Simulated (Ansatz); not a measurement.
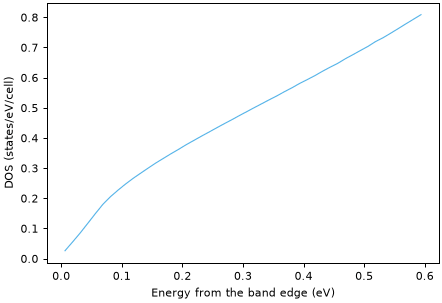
Figure: Density of states of ZnS (F-43m) below the valence band maximum, PBEsol with spin-orbit coupling, rigid bands run with Ansatz (a program for electronic structure); cell volume 38.4 Å³.

### Question
What effective density of states at 300 K does this give (∫ g(E) exp(−E/k_BT) dE, both spins, divided by the cell's size)?

### Answer
4.8e19 cm⁻³, a density-of-states mass of 1.55 mₑ, valleys and band degeneracy included.

Geometry: cell and atoms relaxed with PBEsol.
